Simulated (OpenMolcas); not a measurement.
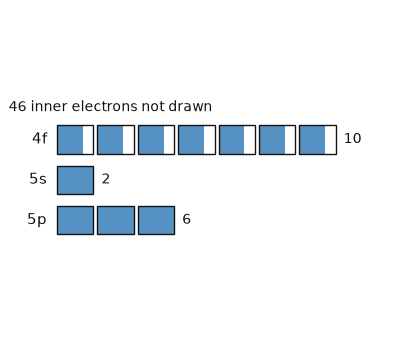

The outer shells of the leading configuration of the lowest level: a box for each of the 2l + 1 orbitals, shaded by the share of the shell that is filled, with the electron count at the right.

**Multiconfigurational calculation: Ho³⁺ complex (part 1 of 2)**

System: Ho³⁺ with 4 ligands (Br; tetrahedron, 2.68 Å), neutralised by 4 outer point charges of +0.25 e, whose field is part of the energies.
Method: state-averaged CASSCF, active space 10 electrons in the shell 4f, basis ANO-RCC-VDZP on the metal and ANO-RCC-VDZP on the ligands, DKH2 scalar Hamiltonian, spin-orbit coupling by RASSI with atomic mean-field integrals (OpenMolcas).

Input file:
```
&GATEWAY
Coord
5

Ho 0.0 0.0 0.0
Br 1.547299 1.547299 1.547299
Br 1.547299 -1.547299 -1.547299
Br -1.547299 1.547299 -1.547299
Br -1.547299 -1.547299 1.547299
Basis=Ho.ANO-RCC-VDZP,Br.ANO-RCC-VDZP
Group=NoSym
NoMove
AngMom=0.0 0.0 0.0
AMFI
RICD
XField
4 Angstrom 0
2.932940 2.932940 2.932940 0.250000
2.932940 -2.932940 -2.932940 0.250000
-2.932940 2.932940 -2.932940 0.250000
-2.932940 -2.932940 2.932940 0.250000
&SEWARD
&RASSCF
FileOrb=start.orb
Symmetry=1
Spin=5
nActEl=10 0 0
Inactive=99
Ras2=7
CIRoot=35 35 1
SDav=35
CIMx=300
Iter=150 100
PrWF=0.3
OrbListing=Nothing
MaxOrb=0
LevShft=1.0
>>> COPY $Project.JobIph JOB001
&RASSCF
FileOrb=start.orb
Symmetry=1
Spin=3
nActEl=10 0 0
Inactive=99
Ras2=7
CIRoot=162 162 1
SDav=210
CIMx=300
Iter=150 100
PrWF=0.3
OrbListing=Nothing
MaxOrb=0
CIOnly
LevShft=1.0
>>> COPY $Project.JobIph JOB002
&RASSCF
FileOrb=start.orb
Symmetry=1
Spin=1
nActEl=10 0 0
Inactive=99
Ras2=7
CIRoot=162 162 1
SDav=196
CIMx=300
Iter=150 100
PrWF=0.3
OrbListing=Nothing
MaxOrb=0
CIOnly
LevShft=1.0
>>> COPY $Project.JobIph JOB003
&RASSI
NrOfJobIphs=3 30 106 31
1 2 3 4 5 6 7 8 9 10 11 12 13 14 15 16 17 18 19 20 21 22 23 24 25 26 27
28 29 30
1 2 3 4 5 6 7 8 9 10 11 12 13 14 15 16 17 18 19 20 21 22 23 24 25 26 27
28 29 30 31 32 33 34 35 36 37 38 39 40 41 42 43 44 45 46 47 48 49 50 51
52 53 54 55 56 57 58 59 60 61 62 63 64 65 66 67 68 69 70 71 72 73 74 75
76 77 78 79 80 81 82 83 84 85 86 87 88 89 90 91 92 93 94 95 96 97 98 99
100 101 102 103 104 105 106
1 2 3 4 5 6 7 8 9 10 11 12 13 14 15 16 17 18 19 20 21 22 23 24 25 26 27
28 29 30 31
IphNames
JOB001
JOB002
JOB003
EJob
SpinOrbit
DIPRint=1.0
SOCoupling=1000.0
Subsets=2
Property=9
'ANGMOM' 1 'ANGMOM' 2 'ANGMOM' 3 'MLTPL  1' 1 'MLTPL  1' 2 'MLTPL  1' 3
'AMFI' 1 'AMFI' 2 'AMFI' 3
SOProperty=3
'ANGMOM' 1 'ANGMOM' 2 'ANGMOM' 3
```

The file start.orb holds starting orbitals from an earlier step. A driver script formed the levels outside the program, from RASSI's spin-orbit matrix and the active-space energies, averaged over the components of each term or state.

Hardware: 1 thread of Arm Neoverse V1, 24 GiB of memory available, shared host.

Run as:
```bash
OMP_NUM_THREADS=1 MOLCAS_MEM=2457 MOLCAS_PROJECT=a pymolcas a.inp > a.log  # once for each step of the input, in one work folder
```

The program's output (extracts):
```
--- SEWARD ---
Basis set label: HO.ANO-RCC...7S6P4D2F1G.

      Electronic valence basis set:
      ------------------
      Associated Effective Charge  67.000000 au
      Associated Actual Charge     67.000000 au
      Nuclear Model: Point charge

      Shell  nPrim  nBasis  Cartesian Spherical Contaminant
         s      25       7        X
         p      22       6        X
         d      15       4                 X
         f      11       2                 X
         g       4       1                 X
                  Relativistic Douglas-Kroll-Hess integrals:
                    - DKH order of Hamiltonian: 2
                    - DKH order of Properties : 0
                  Atomic mean-field integrals
--- RASSCF ---
Wave function specifications:
      -----------------------------

      Number of closed shell electrons         198
      Number of electrons in active shells      10
      Max number of holes in RAS1 space          0
      Max nr of electrons in RAS3 space          0
      Number of inactive orbitals               99
      Number of active orbitals                  7
      Number of secondary orbitals              70
      Spin quantum number                      2.0
      State symmetry                             1
Orbital specifications:
      -----------------------

      Symmetry species                           1
                                                 a
      Frozen orbitals                            0
      Inactive orbitals                         99
      Active orbitals                            7
      RAS1 orbitals                              0
      RAS2 orbitals                              7
      RAS3 orbitals                              0
      Secondary orbitals                        70
      Deleted orbitals                           0
      Number of basis functions                176
      Number of CSFs                            35
      Number of root(s) required                35
      Iter CI   SX   CI       RASSCF       Energy    max ROT     max BLB   max BLB  Level Ln srch  Step   QN
          iter iter root      energy       change     param      element    value   shift minimum  type update
 Nr of preliminary CI iterations:   1
      Total energies have been shifted. Add               -23000.00 au
        1   1   15    0   -22.28142482    0.00E+00  -4.15E-02  103 115 1  2.94E-01*  1.66   0.00    SX    NO
        2   1   16    0   -22.58094855   -3.00E-01*  2.09E-02   21 134 1  1.18E-01*  1.19   0.00    SX    NO
        3   1   15    0   -22.69345454   -1.13E-01*  1.51E-02   70 108 1  5.37E-02*  1.25   0.00    SX    NO
        4   1   14    0   -22.73375939   -4.03E-02*  1.10E-02  101 113 1 -3.69E-02*  1.12   0.00    SX    NO
        5   1   14    0   -22.75191430   -1.82E-02*  1.84E-02   70 108 1  2.62E-02*  1.14   1.80    QN   YES
        6   1   13    0   -22.76531592   -1.34E-02* -4.59E-03   27 131 1 -7.57E-03*  1.08   1.17    QN   YES
        7   1   13    0   -22.76674201   -1.43E-03* -1.99E-03   27 131 1 -4.14E-03*  1.07   1.60    QN   YES
        8   1   11    0   -22.76728061   -5.39E-04* -6.41E-04   85 168 1 -1.49E-03*  1.07   1.24    QN   YES
        9   1   11    0   -22.76734892   -6.83E-05* -3.30E-04   31 141 1 -1.06E-03*  1.08   1.41    QN   YES
       10   1   10    0   -22.76736779   -1.89E-05* -2.06E-04   27 131 1  4.19E-04*  1.08   1.40    QN   YES
       11   1   10    0   -22.76737282   -5.04E-06* -1.17E-04   40 128 1 -1.64E-04*  1.08   1.39    QN   YES
       12   1    9    0   -22.76737414   -1.32E-06* -6.92E-05   85 168 1  1.70E-04*  1.08   1.42    QN   YES
       13   1    8    0   -22.76737451   -3.69E-07*  3.50E-05   31 141 1  7.97E-05   1.08   1.38    QN   YES
       14   1    7    0   -22.76737460   -8.65E-08* -1.57E-05   26 130 1 -2.43E-05   1.08   1.44    QN   YES
       15   1    7    0   -22.76737461   -9.58E-09  -2.35E-05   85 168 1 -1.75E-05   1.08   2.50    LS   YES
      Convergence after 15 iterations
       16   1    7    0   -22.76737459    1.93E-08* -2.35E-05   31 141 1 -5.08E-05   1.08   2.50    LS   YES
      Natural orbitals and occupation numbers for root  1
      sym 1:   1.167177   1.000000   1.832823   1.167177   1.832823   1.832823   1.167177
      Natural orbitals and occupation numbers for root  2
      sym 1:   1.495984   1.206451   1.435199   1.495982   1.435200   1.435201   1.495983
      Natural orbitals and occupation numbers for root  3
      sym 1:   1.033542   1.611737   1.963187   1.029586   1.593269   1.385749   1.382931
::    RASSCF root number  1 Total energy: -23022.84804306
::    RASSCF root number  2 Total energy: -23022.84800657
::    RASSCF root number  3 Total energy: -23022.84799641
::    RASSCF root number  4 Total energy: -23022.84799641
::    RASSCF root number  5 Total energy: -23022.84799641
::    RASSCF root number  6 Total energy: -23022.84798061
::    RASSCF root number  7 Total energy: -23022.84798061
::    RASSCF root number  8 Total energy: -23022.84798061
::    RASSCF root number  9 Total energy: -23022.84779515
::    RASSCF root number 10 Total energy: -23022.84779515
::    RASSCF root number 11 Total energy: -23022.84776584
::    RASSCF root number 12 Total energy: -23022.84776584
::    RASSCF root number 13 Total energy: -23022.84776584
::    RASSCF root number 14 Total energy: -23022.76750153
::    RASSCF root number 15 Total energy: -23022.76737477
::    RASSCF root number 16 Total energy: -23022.76735664
::    RASSCF root number 17 Total energy: -23022.76735664
::    RASSCF root number 18 Total energy: -23022.76735664
::    RASSCF root number 19 Total energy: -23022.76735071
::    RASSCF root number 20 Total energy: -23022.76735071
::    RASSCF root number 21 Total energy: -23022.76735071
::    RASSCF root number 22 Total energy: -23022.72145669
::    RASSCF root number 23 Total energy: -23022.72145402
::    RASSCF root number 24 Total energy: -23022.72145402
::    RASSCF root number 25 Total energy: -23022.72145383
::    RASSCF root number 26 Total energy: -23022.72145383
::    RASSCF root number 27 Total energy: -23022.72145383
::    RASSCF root number 28 Total energy: -23022.72114863
::    RASSCF root number 29 Total energy: -23022.72114863
::    RASSCF root number 30 Total energy: -23022.72114863
--- RASSCF ---
Wave function specifications:
      -----------------------------

      Number of closed shell electrons         198
      Number of electrons in active shells      10
      Max number of holes in RAS1 space          0
      Max nr of electrons in RAS3 space          0
      Number of inactive orbitals               99
      Number of active orbitals                  7
      Number of secondary orbitals              70
      Spin quantum number                      1.0
      State symmetry                             1
Orbital specifications:
      -----------------------

      Symmetry species                           1
                                                 a
      Frozen orbitals                            0
      Inactive orbitals                         99
      Active orbitals                            7
      RAS1 orbitals                              0
      RAS2 orbitals                              7
      RAS3 orbitals                              0
      Secondary orbitals                        70
      Deleted orbitals                           0
      Number of basis functions                176
      Number of CSFs                           210
      Number of root(s) required               162
      Iter CI   SX   CI       RASSCF       Energy    max ROT     max BLB   max BLB  Level Ln srch  Step   QN
          iter iter root      energy       change     param      element    value   shift minimum  type update
 Nr of preliminary CI iterations:   1
        1   1    0    0-23022.65795526    0.00E+00   0.00E+00  104 116 1 -1.05E-02*  0.00   0.00    SX    NO
      Natural orbitals and occupation numbers for root  1
      sym 1:   1.412610   1.436109   1.444149   1.405542   1.439209   1.436746   1.425634
      Natural orbitals and occupation numbers for root  2
      sym 1:   1.435759   1.444976   1.437671   1.439364   1.405403   1.425604   1.411224
      Natural orbitals and occupation numbers for root  3
      sym 1:   1.405725   1.425620   1.414018   1.434218   1.443885   1.437568   1.438966
::    RASSCF root number  1 Total energy: -23022.75202693
::    RASSCF root number  2 Total energy: -23022.75202693
::    RASSCF root number  3 Total energy: -23022.75202693
::    RASSCF root number  4 Total energy: -23022.75201812
::    RASSCF root number  5 Total energy: -23022.75201812
::    RASSCF root number  6 Total energy: -23022.75201771
::    RASSCF root number  7 Total energy: -23022.75201771
::    RASSCF root number  8 Total energy: -23022.75201771
::    RASSCF root number  9 Total energy: -23022.75201719
::    RASSCF root number 10 Total energy: -23022.75197965
::    RASSCF root number 11 Total energy: -23022.75197965
::    RASSCF root number 12 Total energy: -23022.75197965
::    RASSCF root number 13 Total energy: -23022.75197635
::    RASSCF root number 14 Total energy: -23022.75197635
::    RASSCF root number 15 Total energy: -23022.75197635
::    RASSCF root number 16 Total energy: -23022.72531274
::    RASSCF root number 17 Total energy: -23022.72531274
::    RASSCF root number 18 Total energy: -23022.72531274
::    RASSCF root number 19 Total energy: -23022.72529193
::    RASSCF root number 20 Total energy: -23022.72529193
::    RASSCF root number 21 Total energy: -23022.72525520
::    RASSCF root number 22 Total energy: -23022.72525520
::    RASSCF root number 23 Total energy: -23022.72525520
::    RASSCF root number 24 Total energy: -23022.72517770
::    RASSCF root number 25 Total energy: -23022.72517770
::    RASSCF root number 26 Total energy: -23022.72517770
::    RASSCF root number 27 Total energy: -23022.71516322
::    RASSCF root number 28 Total energy: -23022.71516322
::    RASSCF root number 29 Total energy: -23022.71513497
::    RASSCF root number 30 Total energy: -23022.71513497
--- RASSCF ---
Wave function specifications:
      -----------------------------

      Number of closed shell electrons         198
      Number of electrons in active shells      10
      Max number of holes in RAS1 space          0
      Max nr of electrons in RAS3 space          0
      Number of inactive orbitals               99
      Number of active orbitals                  7
      Number of secondary orbitals              70
      Spin quantum number                      0.0
      State symmetry                             1
Orbital specifications:
      -----------------------

      Symmetry species                           1
                                                 a
      Frozen orbitals                            0
      Inactive orbitals                         99
      Active orbitals                            7
      RAS1 orbitals                              0
      RAS2 orbitals                              7
      RAS3 orbitals                              0
      Secondary orbitals                        70
      Deleted orbitals                           0
      Number of basis functions                176
      Number of CSFs                           196
      Number of root(s) required               162
      Iter CI   SX   CI       RASSCF       Energy    max ROT     max BLB   max BLB  Level Ln srch  Step   QN
          iter iter root      energy       change     param      element    value   shift minimum  type update
 Nr of preliminary CI iterations:   1
        1   1    0    0-23022.57679911    0.00E+00   0.00E+00  104 116 1 -1.79E-02*  0.00   0.00    SX    NO
      Natural orbitals and occupation numbers for root  1
      sym 1:   1.323351   1.104788   1.765775   1.277437   1.606208   1.651211   1.271230
      Natural orbitals and occupation numbers for root  2
      sym 1:   1.104778   1.272072   1.642936   1.280042   1.605668   1.772955   1.321550
      Natural orbitals and occupation numbers for root  3
      sym 1:   1.104759   1.285896   1.597503   1.316528   1.635541   1.784785   1.274987
::    RASSCF root number  1 Total energy: -23022.69347671
::    RASSCF root number  2 Total energy: -23022.69347671
::    RASSCF root number  3 Total energy: -23022.69347671
::    RASSCF root number  4 Total energy: -23022.69341750
::    RASSCF root number  5 Total energy: -23022.69341750
::    RASSCF root number  6 Total energy: -23022.69341391
::    RASSCF root number  7 Total energy: -23022.69341391
::    RASSCF root number  8 Total energy: -23022.69341391
::    RASSCF root number  9 Total energy: -23022.69341008
::    RASSCF root number 10 Total energy: -23022.69329648
::    RASSCF root number 11 Total energy: -23022.69329648
::    RASSCF root number 12 Total energy: -23022.69329648
::    RASSCF root number 13 Total energy: -23022.69324606
::    RASSCF root number 14 Total energy: -23022.69324606
::    RASSCF root number 15 Total energy: -23022.69324606
::    RASSCF root number 16 Total energy: -23022.69324589
::    RASSCF root number 17 Total energy: -23022.69324589
::    RASSCF root number 18 Total energy: -23022.67599319
::    RASSCF root number 19 Total energy: -23022.67599319
::    RASSCF root number 20 Total energy: -23022.67576171
::    RASSCF root number 21 Total energy: -23022.67576171
::    RASSCF root number 22 Total energy: -23022.67576171
::    RASSCF root number 23 Total energy: -23022.66257339
::    RASSCF root number 24 Total energy: -23022.66257339
::    RASSCF root number 25 Total energy: -23022.66257339
::    RASSCF root number 26 Total energy: -23022.66231988
::    RASSCF root number 27 Total energy: -23022.66231988
::    RASSCF root number 28 Total energy: -23022.66229783
::    RASSCF root number 29 Total energy: -23022.66229783
::    RASSCF root number 30 Total energy: -23022.66229783
```

(Continued in part 2.) Outcome of the run: converged.
